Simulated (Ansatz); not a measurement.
**NH2S (doublet): one geometry, many settings**

Aim: run NH2S (doublet) at one geometry under a spread of methods and options, and see what each costs and gives.

Method: the settings change from run to run; program: Ansatz 0.2.0, Gaussian basis.

17 further runs of the same task are left out: 6 that didn't finish, 11 set aside as unsound or not needed.

## 1. What is computed

The geometry is a PBE0/def2-TZVP stationary point (not a proven minimum).

4 atoms, charge 0, spin multiplicity 2.

Atoms are counted from 1 here; the program's logs count them from 0.

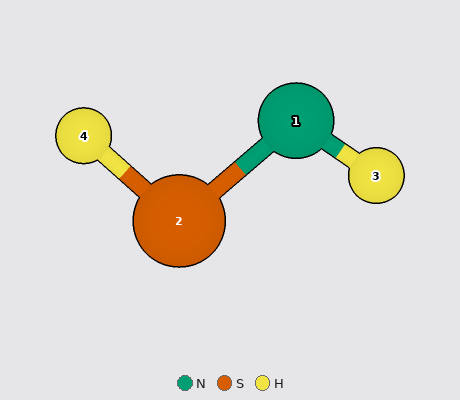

The geometry (nitrogen teal, sulfur orange, hydrogen yellow); atoms are numbered from 1 in the order of the file.

## 2. CASSCF(11,7)/cc-pVDZ

Contents of in.yaml:

```yaml
crystal:
  periodic: [false, false, false]
  atoms:
    - {symbol: N, position_ang: [0.000000, -0.187817, 1.099702]}
    - {symbol: S, position_ang: [0.000000, 0.096160, -0.500007]}
    - {symbol: H, position_ang: [0.000000, 0.740397, 1.531227]}
    - {symbol: H, position_ang: [0.000000, -1.189495, -0.906663]}
basis:
  gaussian: {orbitals: cc-pVDZ}
magnetization: {spin_polarized: false, initial_magnetization: 1}
correlation: {active_space: {window: {electrons: 11, orbitals: 7}}}
scf: {lower_state_search: full}
output: {forces: true}
```

Started as:

```console
> ansatz run in.yaml --threads 1 --pin off --events-out ev --progress --plain --max-ram 2393MiB
```

What it wrote:

```text
Functional definition: HF
  name "HF"
  cite "Fock, Z. Phys. 61, 126 (1930) doi:10.1007/BF01340294"
  parent pbe
  exchange = exact_x
  correlation = 0
417 factors; integrals over basis functions are off by at most 1.5e-3 eV
mean field evaluation 1: about -12327.0418 eV, gradient 2.3e1 eV
mean field evaluation 2: about -12327.0886 eV, gradient 2.3e1 eV
mean field evaluation 4: about -12328.8685 eV, gradient 2.5e0 eV
mean field evaluation 8: about -12329.0771 eV, gradient 2.7e-1 eV
mean field evaluation 16: about -12326.1732 eV, gradient 1.1e1 eV
mean field evaluation 32: about -12328.2492 eV, gradient 1.1e1 eV
mean field evaluation 64: about -12329.0149 eV, gradient 8.1e-1 eV
mean field evaluation 96: about -12328.9608 eV, gradient 2.0e0 eV
mean field -12329.07769241 eV, -453.0852482470 hartree, gradient 1.9e-6 eV, S^2 0.750000; 6 other end points of the search recorded, 0 dependent functions left out
reference -12329.07769241 eV, -453.0852482470 hartree; 13, 12 occupied and 29, 30 virtual orbitals, 417 factors
state -12329.91941480 eV, -453.1161809742 hartree
the calculation of the forces begins
Total energy: -12329.91941480 eV, -453.1161809742 hartree
Atom 0 at     0.000000    -0.187817     1.099702 Å, force     0.000000    -0.019066     2.518433 eV/Å
Atom 1 at     0.000000     0.096160    -0.500007 Å, force     0.000000     0.195709    -2.451408 eV/Å
Atom 2 at     0.000000     0.740397     1.531227 Å, force    -0.000000    -0.364507    -0.113110 eV/Å
Atom 3 at     0.000000    -1.189495    -0.906663 Å, force     0.000000     0.187865     0.046085 eV/Å
Dipole moment:     0.000000     0.127365    -0.155794 e Å
```

Wall time 0.54 s (1 thread of AMD EPYC 9R45, shared host).

From the report: 147 determinants; active occupations 2.00, 2.00, 2.00, 1.99, 1.97, 1.01, 0.04.

## 3. CCSDT on ROHF/6-31G

in.yaml: that of step 2 with these lines changed.

```diff
@@ -8,6 +8,4 @@
 basis:
-  gaussian: {orbitals: cc-pVDZ}
+  gaussian: {orbitals: 6-31G}
 magnetization: {spin_polarized: false, initial_magnetization: 1}
-correlation: {active_space: {window: {electrons: 11, orbitals: 7}}}
-scf: {lower_state_search: full}
-output: {forces: true}
+correlation: {method: ccsdt, electrons: outside_noble_gas}
```

The command is unchanged.

What it wrote, cut to the lines that bear on the results:

```text
Functional definition: HF
  name "HF"
  cite "Fock, Z. Phys. 61, 126 (1930) doi:10.1007/BF01340294"
  parent pbe
[...]
576 factors; integrals over basis functions are off by at most 1.1e-7 eV
[...]
mean field -12326.04345473 eV, -452.9737420689 hartree, gradient 2.8e-6 eV, S^2 0.750000; 2 other end points of the search recorded, 0 dependent functions left out
[...]
determinant -12326.04345473 eV, -452.9737420689 hartree, with singles and doubles -12330.68924468 eV, -453.1444717005 hartree
determinant -12323.49645611 eV, -452.8801415961 hartree, with singles and doubles -12327.82915202 eV, -453.0393652339 hartree
6 core orbitals not correlated: weight in the atoms' cores, before any rotation towards them, 1.000 or more for the frozen orbitals, at most 0.000 for the correlated occupied ones
reference -12326.04345473 eV, -452.9737420689 hartree; 7, 6 occupied and 13, 14 virtual orbitals, 576 factors
second order -3.93956443 eV of doubles, -0.05284334 eV of singles
cycle   1  -4.31980033 eV  change   -3.3e-1 eV  update   8.3e-2
[...]
cycle  16  -4.74867883 eV  change    4.4e-7 eV  update   6.2e-7
Total energy: -12330.79213356 eV, -453.1482527971 hartree
```

Wall time 1.1 s (1 thread of AMD EPYC 9R45, shared host).

From the report: correlation -4.7487 eV; T1 0.031; largest double amplitude 0.04.

## 4. CASSCF(7,4)/6-31G

in.yaml: that of step 3 with these lines changed.

```diff
@@ -10,2 +10,3 @@
 magnetization: {spin_polarized: false, initial_magnetization: 1}
-correlation: {method: ccsdt, electrons: outside_noble_gas}
+correlation: {active_space: {window: {electrons: 7, orbitals: 4}}}
+output: {forces: true}
```

Launched as before.

What it wrote, cut to the lines that bear on the results:

```text
Functional definition: HF
  name "HF"
  cite "Fock, Z. Phys. 61, 126 (1930) doi:10.1007/BF01340294"
  parent pbe
[...]
337 factors; integrals over basis functions are off by at most 2.9e-4 eV
[...]
mean field -12326.04324440 eV, -452.9737343395 hartree, gradient 3.0e-6 eV, S^2 0.750000; 1 other end points of the search recorded, 0 dependent functions left out
reference -12326.04324440 eV, -452.9737343395 hartree; 13, 12 occupied and 13, 14 virtual orbitals, 337 factors
state -12326.04324440 eV, -452.9737343395 hartree
[...]
Total energy: -12326.04324440 eV, -452.9737343395 hartree
Atom 0 at     0.000000    -0.187817     1.099702 Å, force    -0.000000     0.350089     5.051448 eV/Å
Atom 1 at     0.000000     0.096160    -0.500007 Å, force    -0.000000     0.340151    -5.374872 eV/Å
Atom 2 at     0.000000     0.740397     1.531227 Å, force    -0.000000    -0.723897     0.479952 eV/Å
Atom 3 at     0.000000    -1.189495    -0.906663 Å, force     0.000000     0.033658    -0.156527 eV/Å
Dipole moment:     0.000000     0.152326    -0.107732 e Å
```

It took 0.18 s on 1 thread of AMD EPYC 9R45, shared host.

From the report: 4 determinants; active occupations 2.00, 2.00, 2.00, 1.00. With so small a space the active step adds no correlation: the energy is the mean field's.

## 5. CISD/cc-pVDZ

in.yaml: that of step 4 with these lines changed.

```diff
@@ -8,5 +8,6 @@
 basis:
-  gaussian: {orbitals: 6-31G}
+  gaussian: {orbitals: cc-pVDZ}
 magnetization: {spin_polarized: false, initial_magnetization: 1}
-correlation: {active_space: {window: {electrons: 7, orbitals: 4}}}
-output: {forces: true}
+correlation: {active_space: {ras: {orbitals: [6, 1, 29], electrons: 13, max_holes: 2, max_particles: 2}, fixed_orbitals: true}}
+accuracy: high
+scf: {lower_state_search: full}
```

The command is unchanged.

What it wrote:

```text
Functional definition: HF
  name "HF"
  cite "Fock, Z. Phys. 61, 126 (1930) doi:10.1007/BF01340294"
  parent pbe
  exchange = exact_x
  correlation = 0
906 factors; integrals over basis functions are off by at most 3.9e-9 eV
mean field evaluation 1: about -12327.0412 eV, gradient 2.3e1 eV
mean field evaluation 2: about -12327.0888 eV, gradient 2.3e1 eV
mean field evaluation 4: about -12328.8689 eV, gradient 2.5e0 eV
mean field evaluation 8: about -12329.0772 eV, gradient 2.8e-1 eV
mean field evaluation 16: about -12329.0778 eV, gradient 2.0e-8 eV
mean field evaluation 32: about -12323.5479 eV, gradient 4.7e0 eV
mean field evaluation 64: about -12329.0778 eV, gradient 4.3e-8 eV
mean field evaluation 96: about -12329.0778 eV, gradient 5.9e-5 eV
mean field -12329.07779755 eV, -453.0852521109 hartree, gradient 1.9e-8 eV, S^2 0.750000; 6 other end points of the search recorded, 0 dependent functions left out
reference -12329.07779755 eV, -453.0852521109 hartree; 13, 12 occupied and 29, 30 virtual orbitals, 906 factors
state -12336.90936850 eV, -453.3730570349 hartree
Total energy: -12336.90936850 eV, -453.3730570349 hartree
```

It took 2.1 s on 1 thread of AMD EPYC 9R45, shared host.

From the report: 41,743 determinants.

## 6. NEVPT4(SD)(7,7)/STO-3G

Contents of in.yaml:

```yaml
crystal:
  periodic: [false, false, false]
  atoms:
    - {symbol: N, position_ang: [0.000000, -0.187817, 1.099702]}
    - {symbol: S, position_ang: [0.000000, 0.096160, -0.500007]}
    - {symbol: H, position_ang: [0.000000, 0.740397, 1.531227]}
    - {symbol: H, position_ang: [0.000000, -1.189495, -0.906663]}
basis:
  gaussian: {orbitals: STO-3G}
magnetization: {spin_polarized: false, initial_magnetization: 1}
correlation: {method: fic_nevpt4_sd, electrons: outside_noble_gas, active_space: {window: {electrons: 7, orbitals: 7}, states: [{multiplicity: 2, weights: [1, 1, 0.5]}, {multiplicity: 4, weights: [1]}], root: 1}}
```

Same command.

What it wrote, cut to the lines that bear on the results:

```text
Functional definition: HF
  name "HF"
  cite "Fock, Z. Phys. 61, 126 (1930) doi:10.1007/BF01340294"
  parent pbe
[...]
264 factors; integrals over basis functions are off by at most 3.1e-8 eV
[...]
mean field -12190.98070808 eV, -448.0102776785 hartree, gradient 9.9e-7 eV, S^2 0.750000; 1 other end points of the search recorded, 0 dependent functions left out
reference -12190.98070808 eV, -448.0102776785 hartree; 13, 12 occupied and 3, 4 virtual orbitals, 264 factors
state -12192.18481692 eV, -448.0545278622 hartree
state -12188.97468972 eV, -447.9365578635 hartree
state -12183.16487999 eV, -447.7230512940 hartree
state -12192.18481692 eV, -448.0545278622 hartree; corrected -12193.26920442 eV, -448.0943783678 hartree
state -12188.97468972 eV, -447.9365578635 hartree; corrected -12189.76810509 eV, -447.9657153406 hartree
state -12183.16487999 eV, -447.7230512940 hartree; corrected -12185.25565096 eV, -447.7998857097 hartree
[...]
state -12191.95543418 eV, -448.0460982019 hartree; corrected -12193.24446138 eV, -448.0934690778 hartree
state -12188.43934683 eV, -447.9168843749 hartree; corrected -12189.71792554 eV, -447.9638712762 hartree
state -12185.29214543 eV, -447.8012268569 hartree; corrected -12186.65140342 eV, -447.8511786668 hartree
state -12182.63378181 eV, -447.7035337956 hartree
state -12182.63378181 eV, -447.7035337956 hartree; corrected -12184.04328343 eV, -447.7553320248 hartree
state -12191.95543418 eV, -448.0460982019 hartree; corrected -12193.24446138 eV, -448.0934690778 hartree
state -12188.43934683 eV, -447.9168843749 hartree; corrected -12189.71792554 eV, -447.9638712762 hartree
state -12185.29214543 eV, -447.8012268569 hartree; corrected -12186.65140342 eV, -447.8511786668 hartree
state -12182.63378181 eV, -447.7035337956 hartree; corrected -12184.04328343 eV, -447.7553320248 hartree
WARN: the results are in doubt because another end's mean lies 0.047 eV lower, and its corrected mean 0.214 eV higher
Total energy: -12189.71792554 eV, -447.9638712762 hartree
In doubt: another end's mean lies 0.047 eV lower, and its corrected mean 0.214 eV higher
```

It took 9 s on 1 thread of AMD EPYC 9R45, shared host.

From the report: 1,225 determinants; active occupations (of the averaged states) 1.97, 1.85, 1.43, 1.40, 0.32, 0.04, 0.00. The program marks this result as in doubt; its last lines say why.

## 7. The runs in one table

Where basis and cores are those of an earlier UCCSDT(Q)/cc-pVDZ run (-12337.9478 eV), and the state is the same kind, the miss against it is given. † marks a result that the program doubts.

| level | correlated | functions | energy (eV) | from UCCSDT(Q) (meV) | time |
| --- | --- | --- | --- | --- | --- |
| CASSCF(11,7)/cc-pVDZ |  | 42 | -12329.9194 | 8028.4 | 0.54 s |
| CCSDT on ROHF/6-31G | outside noble gas | 26 | -12330.7921 |  | 1.1 s |
| CASSCF(7,4)/6-31G |  | 26 | -12326.0432 |  | 0.18 s |
| CISD/cc-pVDZ | outside noble gas | 42 | -12336.9094 | 1038.5 | 2.1 s |
| NEVPT4(SD)(7,7)/STO-3G (excited root 1 of an average) † | outside noble gas | 16 | -12189.7179 |  | 9 s |

## 8. Outcome

```
quantity                                                         value
    runs                                                             5
quickest                                     CASSCF(7,4)/6-31G, 0.18 s
 slowest  NEVPT4(SD)(7,7)/STO-3G (excited root 1 of an average) †, 9 s
```

**Reading.** Total energies in different bases, with other cores or another treatment of relativity can't be set against each other. NEVPT4(SD)(7,7)/STO-3G (excited root 1 of an average) † took 50 times as long as CASSCF(7,4)/6-31G; the jobs differ in more than the method. Hartree-Fock, CASSCF and CASCI lack dynamic correlation by design.
